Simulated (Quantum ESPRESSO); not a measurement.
# C K ELNES/XANES of Sc2CO (R-3m) from DFT, part 4 of 4

Aim: the near-edge shape at the C K edge of Sc2CO (R-3m), and what the core hole does to it.

Quantum ESPRESSO 7.5; X-ray absorption near-edge structure, plane-wave PAW PBEsol, one-electron final states by a Lanczos continued fraction.

So far. Step 8 (Spectrum with XCH, C atom 4): Main maxima below 24 eV (height): 5.1 eV (2.29), 9.4 eV (1.03), 11.6 eV (1.92) and 16.0 eV (1.00). A K edge sees empty p states; the first features are C p mixed into the empty d states of the Sc neighbours, and the broad ones above probably into the cations' higher empty bands. Step 8 (Spectrum with XCH, C atom 4): The total-energy difference is 285.81 eV.

### Step 13. Supercell without a hole, the energy reference

Level of this step: plane-wave PAW DFT, PBEsol, scalar-relativistic, self-consistent field (Quantum ESPRESSO).

The cell and mesh change for the next run, so it gets a reference energy of its own.

File scf.in:

```
&control
   calculation='scf', prefix='x', pseudo_dir='../pp', outdir='tmp', tprnfor=.true.
/
&system
   ibrav=0, nat=12, ntyp=3, nbnd=59
   ecutwfc=50, ecutrho=450
   occupations='smearing', smearing='mv', degauss=0.015
/
&electrons
   conv_thr=1.2e-07, electron_maxstep=120
   mixing_beta=0.5
/
ATOMIC_SPECIES
Sc 1.0 Sc.pbesol-spn-kjpaw.UPF
O 1.0 O.pbesol-n-kjpaw.UPF
C 1.0 C.pbesol-n-kjpaw.UPF
CELL_PARAMETERS angstrom
  0.00000000 -1.87221894 5.29006396
  0.00000000 5.61665682 0.00000000
  -4.86416749 2.80832841 0.00000000
ATOMIC_POSITIONS crystal
Sc   0.26075788 0.75358596 0.00000000
Sc   0.26075788 0.08691929 0.33333333
Sc   0.26075788 0.42025263 0.66666667
Sc   0.73924212 0.24641404 0.00000000
Sc   0.73924212 0.57974737 0.33333333
Sc   0.73924212 0.91308071 0.66666667
O    0.00000000 0.00000000 0.00000000
O    0.00000000 0.33333333 0.33333333
O    0.00000000 0.66666667 0.66666667
C    0.50000000 0.50000000 0.00000000
C    0.50000000 0.83333333 0.33333333
C    0.50000000 0.16666667 0.66666667
K_POINTS automatic
3 4 4 0 0 0
```

Command:

```bash
> OMP_NUM_THREADS=1 mpirun --oversubscribe --bind-to none -np 4 pw.x -nk 4 -in scf.in > scf.out
```

The program printed:

```text
     [... banner and references ...]
[banner, memory and clock lines left out]
Found identity + (  0.0000  0.3333  0.3333) symmetry
     This is a supercell, fractional translations are disabled
     using ibrav=0 with symmetry is DISCOURAGED, use correct ibrav instead

     G-vector sticks info

     bravais-lattice index     =            0
     lattice parameter (alat)  =      10.6044  a.u.
     unit-cell volume          =     975.3128 (a.u.)^3
[...]
atom    1 type  1   force =    -0.00000000    0.00004576   -0.00313804
     atom    2 type  1   force =    -0.00000200    0.00004403   -0.00313886
     atom    3 type  1   force =     0.00000200    0.00004403   -0.00313886
[...]
atom   11 type  3   force =     0.00000007    0.00000000    0.00000000
     atom   12 type  3   force =    -0.00000007    0.00000000    0.00000000

     Total force =     0.007689     Total SCF correction =     0.000081

     XML data file, charge density, pseudopotentials, collected wavefunctions
[key lines of the parts left out:]
!    total energy              =   -1109.89532210 Ry
the Fermi energy is    11.8520 ev
convergence has been achieved in  26 iterations
```

It took 75 s on 4 MPI ranks of Intel Xeon 6975P-C (Granite Rapids), shared host; peak memory 0.31 GiB; 5 min of CPU time.

Reference energy: -133865.888 eV with the cores included.

### Step 14. Supercell with XCH, C atom 4

A test of how far the result depends on this setting.

Changed against the first core-hole run: k-point spacing of the field to 0.6.

Changes to scf.in since step 13:

```diff
@@ -4,3 +4,3 @@
 &system
-   ibrav=0, nat=12, ntyp=3, nbnd=59
+   ibrav=0, nat=12, ntyp=4, nbnd=60
    ecutwfc=50, ecutrho=450
@@ -15,2 +15,3 @@
 O 1.0 O.pbesol-n-kjpaw.UPF
+C0 1.0 C.pbesol-n-kjpaw-1sch.UPF
 C 1.0 C.pbesol-n-kjpaw.UPF
@@ -30,3 +31,3 @@
 O    0.00000000 0.66666667 0.66666667
-C    0.50000000 0.50000000 0.00000000
+C0   0.50000000 0.50000000 0.00000000
 C    0.50000000 0.83333333 0.33333333
```

The program printed:

```text
     [... banner and references ...]
[banner, memory and clock lines left out]
using ibrav=0 with symmetry is DISCOURAGED, use correct ibrav instead

     G-vector sticks info

     bravais-lattice index     =            0
     lattice parameter (alat)  =      10.6044  a.u.
     unit-cell volume          =     975.3128 (a.u.)^3
     number of atoms/cell      =           12
     number of atomic types    =            4
[...]
atom    1 type  1   force =    -0.00000000    0.00149696    0.00322715
     atom    2 type  1   force =    -0.00158522   -0.00067044    0.00203225
     atom    3 type  1   force =     0.00158522   -0.00067044    0.00203225
[...]
atom   11 type  4   force =    -0.00010507    0.00000000    0.00000000
     atom   12 type  4   force =     0.00010507    0.00000000    0.00000000

     Total force =     0.008154     Total SCF correction =     0.000049

     XML data file, charge density, pseudopotentials, collected wavefunctions
[key lines of the parts left out:]
!    total energy              =   -1114.32508115 Ry
the Fermi energy is    12.7738 ev
convergence has been achieved in  15 iterations
```

Run time: 50 s. Hardware: 4 MPI ranks; peak memory 0.32 GiB; 3.3 min of CPU time.

Energy with the hole: -133580.073 eV, cores included.

### Step 15. Spectrum with XCH, C atom 4

Changed against the first core-hole run: k-point spacing of the field to 0.6.

File xspectra.in:

```
&input_xspectra
   calculation='xanes_dipole', edge='K'
   prefix='x', outdir='tmp', xiabs=3, xe0=12.7738
   xonly_plot=.false., x_save_file='xanes.sav'
   xniter=3000, xcheck_conv=20, xerror=0.005
   xcoordcrys=.false., xepsilon(1)=1, xepsilon(2)=0, xepsilon(3)=0
/
&plot
   xnepoint=413, xemin=-10, xemax=45, terminator=.true., cut_occ_states=.true.
   xgamma=0.4
/
&pseudos
   filecore='../C.wfc'
/
&cut_occ
   cut_desmooth=0.1, cut_stepl=0.05, cut_stepu=0.05, cut_ierror=1e-5
/
6 7 7 0 0 0
```

Command:

```bash
> OMP_NUM_THREADS=1 mpirun --oversubscribe --bind-to none -np 4 xspectra.x -nk 4 -in xspectra.in > xspectra.out
```

The program printed:

```text
     [... banner and references ...]
Reading input_file

     calculation: xanes_dipole

     xepsilon  [cartesian coordinates]:   1.000000   0.000000   0.000000

     xonly_plot: FALSE
        => complete calculation: Lanczos + spectrum plot

     filecore (core-wavefunction file): ../C.wfc

     main plot parameters:
        cut_occ_states: TRUE
        gamma_mode:  constant
        -> using xgamma [eV]:  0.40
        xemin [eV]: -10.00
        xemax [eV]:  45.00
        xnepoint:  413
        xe0 [eV]:  12.773800 (energy zero read in input file)

[...]
Results of STEP 1 successfully written in x_save_file
     x_save_file name:
     ->  xanes.sav
     x_save_file version:  2

     ... End STEP 1 ...

     ... Begin STEP 2 ...

     The spectrum is calculated using the following parameters:
        xe0 [eV]:   12.7738
        the occupied states are elimintate from the spectrum
        xemin [eV]: -10.00
        xemax [eV]:  45.00
        xnepoint:  413
        constant broadening parameter [eV]:    0.400
        Core level energy [eV]:  -284.2
         (from electron binding energy of neutral atoms in X-ray data booklet)

     Cross-section successfully written in xanes.dat

     ... End STEP 2 ...

                                END JOB XSpectra
```

Elapsed: 7.1 min, on 4 MPI ranks; peak memory 0.24 GiB; 29 min of CPU time.

```
E (eV)  first run  this run
  -2.0       0.05      0.05
  -1.0       0.08      0.08
   0.0       0.23      0.22
   1.0       0.47      0.45
   2.0       0.82      0.78
   3.0       1.26      1.20
   4.0       1.77      1.75
   5.0       2.24      2.17
   6.0       1.76      1.86
   7.0       0.90      0.95
   8.0       0.70      0.69
   9.0       0.98      0.95
  10.0       0.93      0.95
  11.0       1.48      1.39
  12.0       1.76      1.81
  13.0       1.02      1.09
  14.0       0.51      0.53
  15.0       0.66      0.63
  16.0       0.99      0.97
  17.0       0.63      0.65
  18.0       0.51      0.52
  19.0       0.42      0.43
  20.0       0.38      0.39
  21.0       0.35      0.35
  22.0       0.37      0.36
  23.0       0.51      0.50
  24.0       0.55      0.55
  25.0       0.56      0.56
  26.0       0.70      0.68
  27.0       1.12      1.08
  28.0       1.71      1.69
  29.0       1.47      1.51
  30.0       0.69      0.76
  31.0       0.37      0.38
  32.0       0.30      0.30
```

The scaled spectrum changes by 4 % r.m.s. The highest intensity below 16 eV goes from 5.1 eV (2.29) to 5.2 eV (2.29).

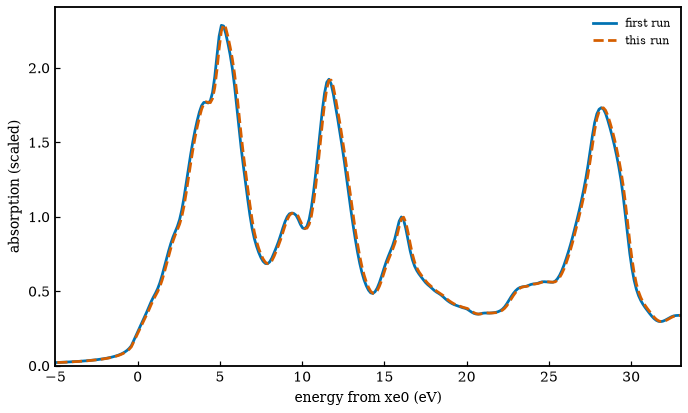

The effect of the change (k-point spacing of the field to 0.6).

The photon energy of the zero moves by +0.01 eV.

### Step 16. With and without the hole

Both curves are counted from their own zero, so only the shift of weight within the empty states shows.

| E (eV) | no hole | XCH |
| --- | --- | --- |
| -2.0 | 0.03 | 0.05 |
| -1.0 | 0.06 | 0.08 |
| 0.0 | 0.15 | 0.23 |
| 1.0 | 0.27 | 0.47 |
| 2.0 | 0.38 | 0.82 |
| 3.0 | 0.54 | 1.26 |
| 4.0 | 0.73 | 1.77 |
| 5.0 | 1.08 | 2.24 |
| 6.0 | 1.28 | 1.76 |
| 7.0 | 2.26 | 0.90 |
| 8.0 | 1.38 | 0.70 |
| 9.0 | 0.84 | 0.98 |
| 10.0 | 0.89 | 0.93 |
| 11.0 | 0.91 | 1.48 |
| 12.0 | 0.97 | 1.76 |
| 13.0 | 1.89 | 1.02 |
| 14.0 | 1.90 | 0.51 |
| 15.0 | 0.90 | 0.66 |
| 16.0 | 0.73 | 0.99 |
| 17.0 | 1.10 | 0.63 |
| 18.0 | 0.90 | 0.51 |
| 19.0 | 0.71 | 0.42 |
| 20.0 | 0.55 | 0.38 |
| 21.0 | 0.46 | 0.35 |
| 22.0 | 0.39 | 0.37 |
| 23.0 | 0.37 | 0.51 |
| 24.0 | 0.47 | 0.55 |
| 25.0 | 0.50 | 0.56 |
| 26.0 | 0.52 | 0.70 |
| 27.0 | 0.52 | 1.12 |
| 28.0 | 0.73 | 1.71 |
| 29.0 | 1.25 | 1.47 |
| 30.0 | 1.77 | 0.69 |
| 31.0 | 1.79 | 0.37 |
| 32.0 | 0.67 | 0.30 |

With each curve scaled to its own mean, the area from −2 to 6 eV with the hole is 7.7 against 3.8, and the centre of weight from −1 to 20 eV moves by -1.7 eV: the hole pulls the absorber's empty states down.

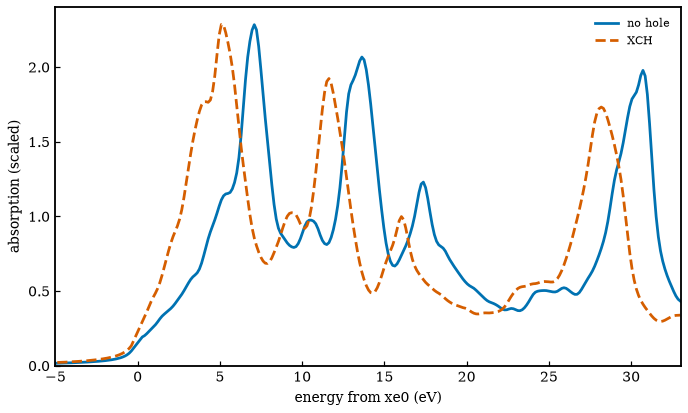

The C K edge with and without the core hole, each from its own zero; the highest intensity below 16 eV lies at 5.1 eV with the hole.

### Step 17. Runs not followed above

These runs aren't followed: redraws of a spectrum that repeat one shown, runs with a planted fault or a state judged unsound, or a program's part that gave no sound spectrum.

| program | step | status | elapsed |
| --- | --- | --- | --- |
| Quantum ESPRESSO | spectrum with XCH, other settings | converged | 48 s |

### Step 18. Outcome

| Quantity | Value |
| --- | --- |
| absorber and edge | C K, atom 4 of the ground-state input (counted from 1) |
| surroundings | 6 Sc at 2.26 Å (octahedral, site symmetry -3m) |
| highest intensity below 16 eV | 5.1 eV above the zero, height 2.29 |
| photon energy of the zero, with the added terms | 279.1 eV (raw 285.8 eV; PBEsol puts this hole about 2 eV below PBE, itself good to a few eV) |

In words: The C K edge of atom 4, with 6 Sc at 2.26 Å (octahedral, site symmetry -3m), has its highest intensity of the first 16 eV at 5.1 eV above the zero, near 284 eV in photon energy (PBEsol puts this hole about 2 eV below PBE, itself good to a few eV), 2.3 times the mean level of the first 20 eV (Lorentzian half width 0.4 eV). With each curve scaled to its own mean, the area from −2 to 6 eV with the hole is 7.7 against 3.8, and the centre of weight from −1 to 20 eV moves by -1.7 eV: the hole pulls the absorber's empty states down. A cell with holes 3.2 Å apart changes the curve by 35 % r.m.s. (12 % after the best shift). Changing the k-point spacing of the field to 0.6 alters the shape by 4 % r.m.s., so this setting is converged. At the C K edge of atom 4 polarisation matters most near 12.3 eV, where the curves differ by 0.8 on this scale. The unit cell's mesh shows no gap over 0.35 eV. That is right for a metallic compound; for a small-gap or correlated insulator it would be the fault of the functional or of the assumed magnetic order, and the hole would be screened too well. The holes are only 5.6 Å apart, so the shape is probably not converged with cell size; no larger cell was run here. The structure is a computed Materials Project entry and may be a hypothetical form.

[Banner, clock and machine lines of the logs are left out without a mark of their own.]

[Logs are printed without paths, hosts, clocks, repeated set-up lines and the standing remarks that a program may print on its own settings, such as how far it seeks lower states.]

[Hosts, paths, dates, database ids (printed as entryN), source tags and the programs' standing remarks are cut or masked in the printed files.]

[Lists of maxima count a maximum above −3 eV only where it reaches 4 % of the highest in the window and stands out from its surroundings by 2 % of it (1.5 % where it reaches 55 %); shoulders and weaker maxima are passed over, and of the rest the first, up to two pre-edge ones and the few strongest are named.]
